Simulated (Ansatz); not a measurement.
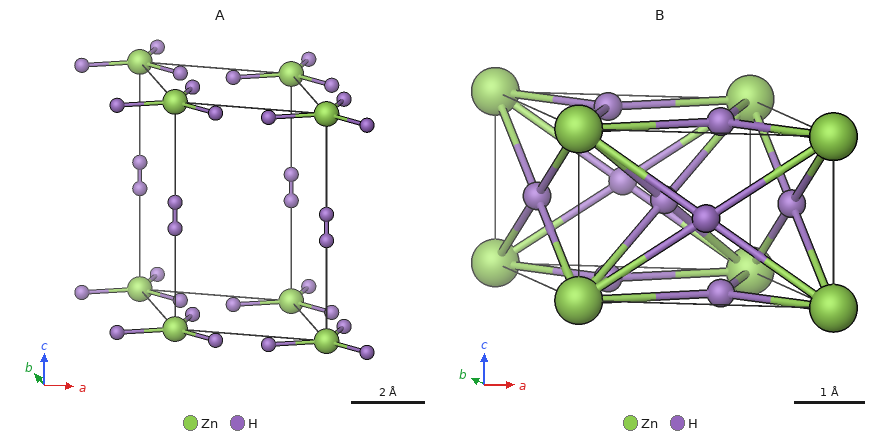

Two structures of ZnH5, each relaxed to rest (conventional cells in solid outline, small ones repeated, not to one scale). Method: DFT PBE, scalar-relativistic, plane waves, PAW (Ansatz), without spin polarisation.

Name structures A and B.

Answer. A: 6 atoms a cell on a primitive hexagonal lattice, P-6m2. B: CaCu₅ type, P6/mmm.

Which is the more stable form at this level of theory?

Answer. A is lower, by 518 meV/atom at this level of theory (energies at zero smearing). Volumes: A 18.1, B 5.1 Å³/atom.

One or both may be structure types tried for this composition rather than known phases.
